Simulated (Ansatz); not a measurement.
# AgC (hypothetical, Fm-3m): a volume series of phonon spectra, part 2 of 3

Which modes of AgC (hypothetical) drive its thermal expansion? The crystal structure is hypothetical: it was made by swapping elements on a known structure type.

Ansatz 0.2.0; DFT PBEsol, scalar-relativistic, plane waves, PAW.

So far. Step 2 (Probe on a coarse mesh): The start is under -22 GPa at this level and looks like a metal on this mesh. Step 5 (Relaxing to small residual forces and stress): The residual pressure is -0.0010 GPa, small enough for phonons.

## (6) Lattice dynamics at this volume, V/V0 1

Phonons at this volume give one point of F(V, T); meshes stay fixed along the series.

input.yaml reads:

```yaml
crystal:
  lattice:
    - [0.0, 2.2836726008, 2.2836726008]
    - [2.2836726008, 0.0, 2.2836726008]
    - [2.2836726008, 2.2836726008, 0.0]
  atoms:
    - { symbol: Ag, position: [0.0, 0.0, 0.0] }
    - { symbol: C, position: [0.5, 0.5, 0.5] }
kpoints:
  mp_grid: { grid: [16, 16, 16] }
hamiltonian:
  xc: pbesol
scf:
  occupations: { method: methfessel_paxton, width: 0.15 }
output:
  eigenvalues: true
phonons:
  method: dfpt
  qmesh: [4, 4, 4]
  temperatures: { t_max: 1000, t_step: 50 }
  qpath:
    path:
      - [[0.0, 0.0, 0.0], [0.5, 0.0, 0.5], [0.625, 0.25, 0.625]]
      - [[0.375, 0.375, 0.75], [0.0, 0.0, 0.0], [0.5, 0.5, 0.5], [0.5, 0.25, 0.75], [0.5, 0.0, 0.5]]
    npoints: 10
```

On the command line:

```console
$ ansatz run input.yaml --threads 4 --pin off --max-ram 8192MiB --backend cpu --events-out ev --progress --plain --runs-dir out
```

Numbers of over 12 decimals in the logs are rounded to 6 here.

The program printed:

```text
[...]
Crystal: 2 atoms, lattice volume = 23.819 Å³
Basis set: ecut = 420 eV, 459 PW (Γ), exchange–correlation on 48×48×48 points (8 copies of the dense FFT grid, shifted against one another)
Bands: 16, of which v1, the nominal top of the filled ones, is band 12 counted from 1 (11 counted from 0)
Symmetry: 48 space group operations
k-points: 145 of 4096
[...]
SCF iter   1: F=—  HF=-7764.622848 eV  |F-HF|=—  |Δ(HF+E_count)|=         —  Δρ=8.79e-3  dr2=1.52e-2  ethr=1.77e-3  ⟨swp⟩=4.2  Hψ=9792  notcnv=0
[...]
SCF iter   7: F=-7764.618565 eV  HF=-7764.618565 eV  |F-HF|=9.09e-13  |Δ(HF+E_count)|=  9.09e-13  S|Δr|=    0.00e0  Δρ=1.66e-8  dr2=2.11e-14  ethr=1.00e-12  ⟨swp⟩=5.6  Hψ=8807  notcnv=0
SCF 1 converged in 7 iterations: F = -7764.618565 eV  dr2 = 2.11e-14
[...]
phonons: the bands overlap, so this run is a metal and interpolates without the dipole-dipole term. If the crystal is really an insulator or semiconductor, its LO-TO splitting is missing
NSCF: frozen V_eff on 145 k-points
WARN: eigensolver did not converge in 2 slots of this pass, the one above among them; of largest residual over every band (k=10): 1 band(s) unlocked (lowest unlocked band 15, counted from 0; max residual 2.07e-6 eV among the unlocked bands, 2.07e-6 eV over every band); of lowest unlocked band (k=1): band 15
[...]
DFPT response loops at q = (0, 0, 0) (fractional): preconditioner auto → Kerker (q_TF=auto, 2.712 Å⁻¹) (partly filled bands, converged f_vac=0.000); β = 1.00, the filter's whole step (`scf.mixing.beta` (0.50) is not read by the response loops under this deck's `scf.mixing.preconditioner`; to damp them name `kerker` or `kerker_dos`, under which they read `scf.mixing.beta`, and type it under 1.00, their step now; both keys bind the ground state too); Broyden in place of MSR1
[...]
SCF converged after 7 iterations
[...]
Free energy (F): -7764.618565 eV
[...]
Internal energy: -7764.616573 eV  (E = F + TS)
E sigma→0 (E₀):  -7764.618067 eV
Entropy (-TS):   -0.001992 eV (-0.996 meV/atom)
Fermi energy:    15.348146 eV
[...]
--- Band table (eV; the first three rows and the last of 145) ---
  k-point 0: bands = [... 8 lower, 10.4118, 10.4118, 15.8534, 15.8534, 15.8534, 21.6253, 28.6472, 32.2041]
  k-point 1: bands = [... 8 lower, 10.3545, 10.3545, 15.6549, 15.9735, 15.9735, 21.8309, 28.4513, 32.0220]
  k-point 2: bands = [... 8 lower, 10.3294, 10.3294, 15.1614, 16.3031, 16.3031, 22.3344, 27.8571, 31.4632]
  k-point 144: bands = [... 8 lower, 11.3878, 13.2220, 13.3442, 13.3442, 14.8444, 24.1811, 26.5237, 26.5237]
--- Phonons (Γ-DFPT): 2 representative perturbations + reference (Σ response iterations 7) ---
  ASR residual: 6.213e-6 → 0.000e0 eV/Å²; symmetrization residual: 1.982e-7 eV/Å²
  ASR residual per site (eV/Å²): 5.10e-6 6.21e-6
  Γ frequencies (cm⁻¹): 0.00 0.00 0.00 217.33 217.33 217.33
--- Phonons (arbitrary-q DFPT): 8 irreducible q on the 4×4×4 mesh ---
  q = [0.0000, 0.0000, 0.0000] (star 1, of the zone-centre solve; hermiticity 2.11e-7, symmetrization 2.76e-12): -0.00 -0.00 0.00 217.33 217.33 217.33
  q = [0.0000, 0.0000, 0.2500] (star 8, 2 solved perturbations on 2176 of 4096 k-point pairs; hermiticity 4.65e-8, symmetrization 1.24e-12): 38.44 38.44 120.59 177.58 177.58 262.59
[...]
q = [0.0000, 0.2500, 0.2500] (star 6, 4 solved perturbations in 3616 linear systems a pass and spin channel, the states on 1160 of 4096 k-point pairs; hermiticity 3.99e-7, symmetrization 4.78e-13): 46.48 46.48 133.91 234.26 234.26 282.23
[...]
sum rule: each row above includes the acoustic sum rule's correction from the zone centre's row sums; it moved no ω² by more than (0.38 cm⁻¹)²
  mesh force constants: q→R imaginary residual 4.28e-18; ASR residual 6.213e-6 → 0.000e0 eV/Å²; symmetrization residual 2.665e-15 eV/Å²
  interpolated dispersion: 62 rows × 6 modes
  density of states and harmonic sums: on the 24×24×24 q-mesh, interpolated from the force constants of a 4×4×4 supercell (no non-analytic term)
  largest difference from the sums on the solved wave vectors: F 2.77e-2 eV, S 3.58e-5 and C_V 8.94e-6 eV/K
  zero-point energy: 0.056096 eV/cell   skipped modes (ω ≤ 0): 367, of them read as no rigid motion or as one in doubt: 364 (9.361e-1 modes/cell left out, lowest -150.98 cm⁻¹)   left out of the sums: 1.56e-1 of the cell's modes: C_V's classical limit lies that fraction below 3 k_B per atom; for a crystal, a wire or a layer, F and S can be off by more, and a phonons.interpolated_qmesh denser along its periods is the remedy for the sampling
```

It took 4.9 min on 4 threads of Arm Neoverse V2, shared host; peak memory 3.5 GiB; 19 min of CPU time.

This step gave:

| Quantity | Value |
| --- | --- |
| Γ frequencies | 0, 0, 0, 217.3, 217.3, 217.3 cm⁻¹ (negative: imaginary) |
| lowest frequency on the path | -141.5 cm⁻¹ |
| point group | m-3m |
| highest frequency | 304.6 cm⁻¹ |

No LO-TO term. The phonon branches at the labelled points (cm⁻¹):

```
    point  branch 1  branch 2  branch 3  branch 4  branch 5  branch 6
        Γ         0         0         0       217       217       217
        X       -76        49        49       241       251       251
        U      -142        34        87       221       231       285
jump to K      -142        34        87       221       231       285
        Γ         0         0         0       217       217       217
        L       127       127       150       254       254       305
        W       -22       -22       123       267       267       299
        X       -76        49        49       241       251       251
```

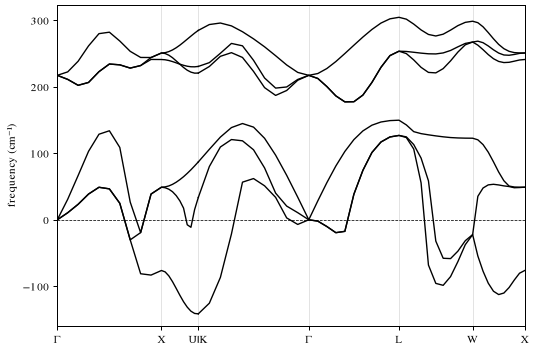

Phonon branches along the path.

Tetrahedra on 24 24 24, mean over bins of 5 cm⁻¹. The phonon density of states by wavenumber; read off at these points:

```
wavenumber (cm⁻¹)  phonon density of states (1/cm⁻¹/cell)
           -140.0                                 0.00367
           -120.0                                 0.00735
           -100.0                                 0.00707
            -80.0                                 0.00541
            -60.0                                 0.00619
            -40.0                                 0.00872
            -20.0                                 0.00534
              0.0                                  0.0061
             20.0                                 0.00842
             40.0                                  0.0161
             47.5                                  0.0192
             60.0                                  0.0121
             80.0                                  0.0121
            100.0                                  0.0156
            120.0                                  0.0289
            122.5                                  0.0313
            140.0                                 0.00875
            160.0                                       0
            180.0                                 0.00234
            200.0                                  0.0140
            220.0                                  0.0270
            240.0                                  0.0558
            247.5                                  0.0559
            260.0                                  0.0231
            280.0                                  0.0262
            282.5                                  0.0262
            300.0                                 0.00188
```

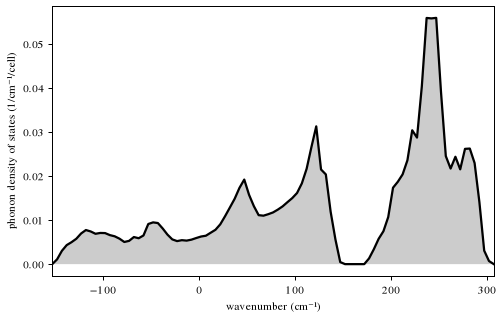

Phonon density of states, plotted against wavenumber.

The modes has structure finer than the step of the table below, so its rows give means over 50 cm⁻¹, whole bins alone (the curve runs from -160 to 323 cm⁻¹). Peaks (cm⁻¹: height): Ag -53.8: 0.00795, 46.5: 0.0163, 122.6: 0.0281, 241.1: 0.0166; C 244.2: 0.0387.

Phonopy on the run's constants, 21x21x21 mesh, Gaussian sigma 3.5 cm⁻¹. Modes against wavenumber; means over each step; values in 1/cm⁻¹/cell:

```
wavenumber (cm⁻¹)       Ag        C
             -100  0.00373  0.00290
              -50  0.00574  0.00267
                0  0.00308   9.7e-4
               50   0.0118  0.00308
              100   0.0160  0.00146
              150  0.00631   2.4e-4
              200  0.00327   0.0106
              250  0.00858   0.0283
```

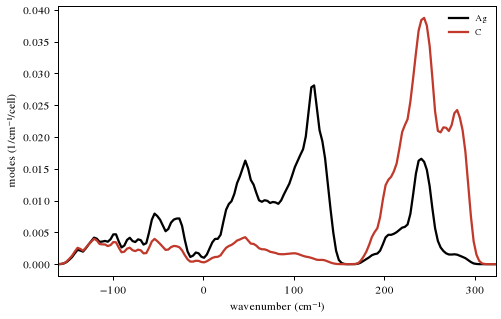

Modes against wavenumber.

No LO-TO term. Modes at Γ, with each element's share of the kinetic energy:

```
mode  frequency (cm⁻¹)  symmetry  Ag %  C %
   1               0.0       T1u    90   10
   2               0.0       T1u    90   10
   3               0.0       T1u    90   10
   4             217.3       T1u    10   90
   5             217.3       T1u    10   90
   6             217.3       T1u    10   90
```

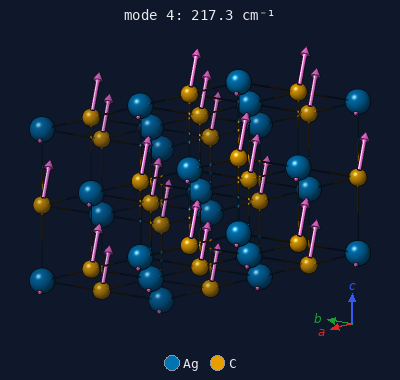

Displacement patterns of mode 4 at Γ; arrows are exaggerated. 2×1×1 conventional cells are drawn. Some periodic images of atoms are drawn too.

The lowest solved frequency is -141 cm⁻¹, so the cell is unstable here and gives no valid free energy.

## (7) A cell at another volume, V/V0 1.015

Symmetry fixes every atom, so a single point at the scaled cell gives the energy and pressure of this member.

input.yaml, the sections that differ from step 6:

```yaml
crystal:
  lattice:
    - [0.0, 2.295034343, 2.295034343]
    - [2.295034343, 0.0, 2.295034343]
    - [2.295034343, 2.295034343, 0.0]
  atoms:
    - { symbol: Ag, position: [0.0, 0.0, 0.0] }
    - { symbol: C, position: [0.5, 0.5, 0.5] }
output:
  forces: true
  stress: true
  eigenvalues: true
  write_density: true
  write_potential: true
  elf: true
  volumetric_format: npy
# kpoints, hamiltonian, scf: as in step 6
# phonons: removed
```

The program printed:

```text
[...]
Crystal: 2 atoms, lattice volume = 24.177 Å³
Basis set: ecut = 420 eV, 459 PW (Γ), exchange–correlation on 48×48×48 points (8 copies of the dense FFT grid, shifted against one another)
Bands: 16, of which v1, the nominal top of the filled ones, is band 12 counted from 1 (11 counted from 0)
Symmetry: 48 space group operations
[...]
k-points: 145 of 4096
[...]
SCF iter   1: F=—  HF=-7764.620326 eV  |F-HF|=—  |Δ(HF+E_count)|=         —  Δρ=8.68e-3  dr2=1.51e-2  ethr=1.77e-3  ⟨swp⟩=4.2  Hψ=9800  notcnv=0
[...]
SCF iter   5: F=-7764.615983 eV  HF=-7764.615983 eV  |F-HF|=7.31e-9  |Δ(HF+E_count)|=   9.07e-8  S|Δr|=    0.00e0  Δρ=6.95e-6  dr2=9.67e-9  ethr=4.35e-10  ⟨swp⟩=8.2  Hψ=13430  notcnv=0
SCF 1 converged in 5 iterations: F = -7764.615983 eV  dr2 = 9.67e-9
[...]
SCF converged after 5 iterations
[...]
Free energy (F): -7764.615983 eV
[...]
Internal energy: -7764.614196 eV  (E = F + TS)
E sigma→0 (E₀):  -7764.615536 eV
Entropy (-TS):   -0.001787 eV (-0.893 meV/atom)
Fermi energy:    15.021839 eV
[...]
--- Stress (GPa, compression-positive) ---
       -2.290586      -0.000000       0.000000
        0.000000      -2.290586      -0.000000
        0.000000      -0.000000      -2.290586
  P = ⅓ Tr σ = -2.2906 GPa (-22.906 kbar)
--- Band table (eV; the first three rows and the last of 145) ---
  k-point 0: bands = [... 8 lower, 10.1556, 10.1556, 15.5453, 15.5453, 15.5453, 21.1504, 28.3261, 31.7630]
  k-point 1: bands = [... 8 lower, 10.0999, 10.0999, 15.3446, 15.6611, 15.6611, 21.3576, 28.1194, 31.5856]
  k-point 2: bands = [... 8 lower, 10.0768, 10.0768, 14.8480, 15.9820, 15.9820, 21.8645, 27.5036, 31.0213]
  k-point 144: bands = [... 8 lower, 11.1063, 12.8738, 13.0553, 13.0553, 14.5266, 23.7277, 26.1247, 26.1247]
```

It took 0.96 s on 4 threads; peak memory 0.34 GiB; 3.1 s of CPU time.

This step gave:

```
pressure        : -2.291 GPa
volume per atom : 12.09 Å³
```

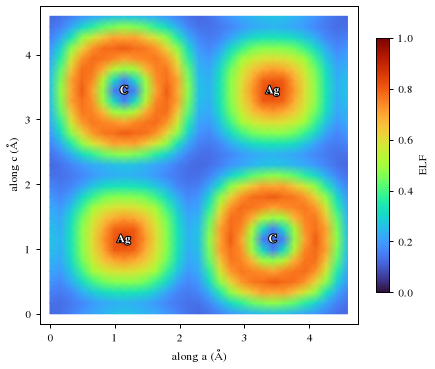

ELF in the ac plane of the conventional cell at fractional y = 0.000, with atoms of Ag and C within 0.2 Å of it. It is the smooth field of the valence electrons, not physical close to the nuclei. The map starts off the cell's origin, so that atoms lie inside it.

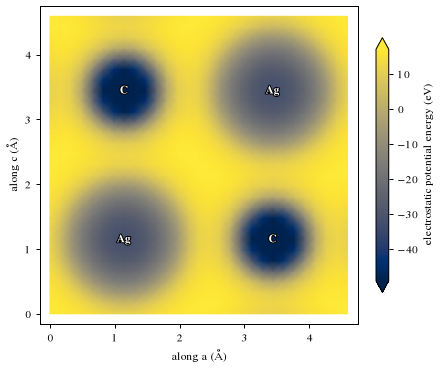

Electrostatic potential energy in the ac plane of the conventional cell at fractional y = 0.000, with atoms of Ag and C within 0.2 Å of it. With pseudopotentials it is smooth inside the atoms' cores, unlike the true potential. The map starts off the cell's origin, so that atoms lie inside it.

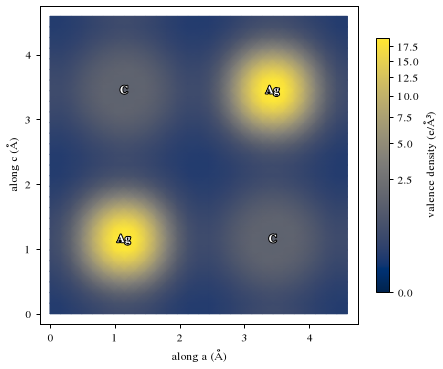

Valence density in the ac plane of the conventional cell at fractional y = 0.000, with atoms of Ag and C within 0.2 Å of it. It is the smooth field of the valence electrons, not physical close to the nuclei. The map starts off the cell's origin, so that atoms lie inside it. The colour scale is stretched toward low values.

The run ends at a pressure of -2.29 GPa.

## (8) Lattice dynamics at this volume, V/V0 1.015

Phonons at this volume give one point of F(V, T); meshes stay fixed along the series.

input.yaml, the sections that differ from step 7:

```yaml
output:
  eigenvalues: true
phonons:
  method: dfpt
  qmesh: [4, 4, 4]
  temperatures: { t_max: 1000, t_step: 50 }
  qpath:
    path:
      - [[0.0, 0.0, 0.0], [0.5, 0.0, 0.5], [0.625, 0.25, 0.625]]
      - [[0.375, 0.375, 0.75], [0.0, 0.0, 0.0], [0.5, 0.5, 0.5], [0.5, 0.25, 0.75], [0.5, 0.0, 0.5]]
    npoints: 10
# crystal, kpoints, hamiltonian, scf: as in step 7
```

The program printed:

```text
[...]
Crystal: 2 atoms, lattice volume = 24.177 Å³
Basis set: ecut = 420 eV, 459 PW (Γ), exchange–correlation on 48×48×48 points (8 copies of the dense FFT grid, shifted against one another)
Bands: 16, of which v1, the nominal top of the filled ones, is band 12 counted from 1 (11 counted from 0)
Symmetry: 48 space group operations
k-points: 145 of 4096
[...]
k-point 144: bands = [... 8 lower, 11.1063, 12.8738, 13.0553, 13.0553, 14.5266, 23.7277, 26.1247, 26.1247]
[...]
ASR residual: 6.510e-6 → 0.000e0 eV/Å²; symmetrization residual: 2.045e-7 eV/Å²
  ASR residual per site (eV/Å²): 6.51e-6 5.64e-6
  Γ frequencies (cm⁻¹): 0.00 0.00 0.00 197.94 197.94 197.94
--- Phonons (arbitrary-q DFPT): 8 irreducible q on the 4×4×4 mesh ---
[...]
interpolated dispersion: 62 rows × 6 modes
[...]
[key lines of the parts left out:]
SCF converged after 7 iterations
Free energy (F): -7764.615983 eV
Fermi energy:    15.021860 eV
```

Wall time 4.7 min (4 threads); peak memory 3.5 GiB; 18 min of CPU time.

The lowest solved frequency is -141 cm⁻¹, so the cell is unstable here and gives no valid free energy. The highest zone-centre mode (no LO–TO term) moved by -8.9 % for a volume change of +1.5 %.

## (9) A cell at another volume, V/V0 0.985

Symmetry fixes every atom, so a single point at the scaled cell gives the energy and pressure of this member.

The cell differs from the one that the last finished run ended in (a 3.246 → 3.213 Å, b 3.246 → 3.213 Å, c 3.246 → 3.213 Å).

input.yaml, the sections that differ from step 8:

```yaml
crystal:
  lattice:
    - [0.0, 2.2721966654, 2.2721966654]
    - [2.2721966654, 0.0, 2.2721966654]
    - [2.2721966654, 2.2721966654, 0.0]
  atoms:
    - { symbol: Ag, position: [0.0, 0.0, 0.0] }
    - { symbol: C, position: [0.5, 0.5, 0.5] }
output:
  forces: true
  stress: true
  eigenvalues: true
# kpoints, hamiltonian, scf: as in step 8
# phonons: removed
```

The program printed:

```text
[...]
Crystal: 2 atoms, lattice volume = 23.462 Å³
Basis set: ecut = 420 eV, 459 PW (Γ), exchange–correlation on 48×48×48 points (8 copies of the dense FFT grid, shifted against one another)
Bands: 16, of which v1, the nominal top of the filled ones, is band 12 counted from 1 (11 counted from 0)
Symmetry: 48 space group operations
[...]
k-points: 145 of 4096
[...]
--- Band table (eV; the first three rows and the last of 145) ---
  k-point 0: bands = [... 8 lower, 10.6753, 10.6753, 16.1707, 16.1707, 16.1707, 22.1146, 28.9764, 32.6582]
  k-point 1: bands = [... 8 lower, 10.6164, 10.6164, 15.9745, 16.2944, 16.2944, 22.3187, 28.7911, 32.4711]
  k-point 2: bands = [... 8 lower, 10.5890, 10.5890, 15.4842, 16.6335, 16.6335, 22.8187, 28.2189, 31.9175]
  k-point 144: bands = [... 8 lower, 11.6775, 13.5813, 13.6421, 13.6421, 15.1719, 24.6484, 26.9335, 26.9335]
[key lines of the parts left out:]
SCF converged after 5 iterations
Free energy (F): -7764.615825 eV
Fermi energy:    15.684288 eV
P = ⅓ Tr σ = 2.5002 GPa (25.002 kbar)
```

The job ended after 0.81 s (4 threads; peak memory 0.32 GiB).

The run ends at a pressure of 2.50 GPa.

## (10) Phonons, V/V0 0.985

The same q-mesh and k-mesh are kept at every volume, so that much of their error can cancel in the differences.

input.yaml, the sections that differ from step 9:

```yaml
output:
  eigenvalues: true
phonons:
  method: dfpt
  qmesh: [4, 4, 4]
  temperatures: { t_max: 1000, t_step: 50 }
  qpath:
    path:
      - [[0.0, 0.0, 0.0], [0.5, 0.0, 0.5], [0.625, 0.25, 0.625]]
      - [[0.375, 0.375, 0.75], [0.0, 0.0, 0.0], [0.5, 0.5, 0.5], [0.5, 0.25, 0.75], [0.5, 0.0, 0.5]]
    npoints: 10
# crystal, kpoints, hamiltonian, scf: as in step 9
```

The program printed:

```text
[...]
Crystal: 2 atoms, lattice volume = 23.462 Å³
Basis set: ecut = 420 eV, 459 PW (Γ), exchange–correlation on 48×48×48 points (8 copies of the dense FFT grid, shifted against one another)
Bands: 16, of which v1, the nominal top of the filled ones, is band 12 counted from 1 (11 counted from 0)
Symmetry: 48 space group operations
k-points: 145 of 4096
[...]
k-point 144: bands = [... 8 lower, 11.6776, 13.5814, 13.6421, 13.6421, 15.1720, 24.6484, 26.9335, 26.9335]
[...]
ASR residual: 7.238e-6 → 0.000e0 eV/Å²; symmetrization residual: 5.182e-7 eV/Å²
  ASR residual per site (eV/Å²): 5.15e-6 7.24e-6
  Γ frequencies (cm⁻¹): 0.00 0.00 0.00 236.46 236.46 236.46
--- Phonons (arbitrary-q DFPT): 8 irreducible q on the 4×4×4 mesh ---
[...]
interpolated dispersion: 62 rows × 6 modes
[...]
[key lines of the parts left out:]
SCF converged after 7 iterations
Free energy (F): -7764.615825 eV
Fermi energy:    15.684306 eV
```

The job ended after 4.8 min (4 threads; peak memory 3.4 GiB; 19 min of CPU time).

No LO-TO term. The phonon branches at the labelled points (cm⁻¹):

```
    point  branch 1  branch 2  branch 3  branch 4  branch 5  branch 6
        Γ         0         0         0       236       236       236
        X       -74        49        49       258       270       270
        U      -143        42        90       237       246       300
jump to K      -143        42        90       237       246       300
        Γ         0         0         0       236       236       236
        L       132       132       156       269       269       319
        W       -23       -23       128       284       284       313
        X       -74        49        49       258       270       270
```

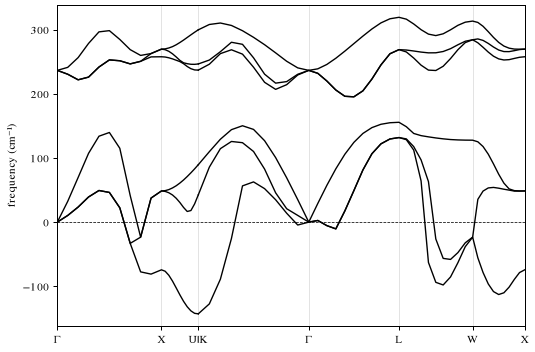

Phonon branches along the path.

The lowest solved frequency is -140 cm⁻¹, so the cell is unstable here and gives no valid free energy. The highest zone-centre mode (no LO–TO term) moved by +8.8 % for a volume change of -1.5 %.

[end of part 2 of 3]

[Logs are printed without paths, hosts, clocks, repeated set-up lines and the standing remarks that a program may print on its own settings, such as how far it seeks lower states.]

[Hosts, paths, dates, database ids (printed as entryN), source tags and the programs' standing remarks are cut or masked in the printed files.]

[A step with changed settings may run another functional than the one named; its input shows which.]

[Of the runs on displaced cells, only some may be shown.]
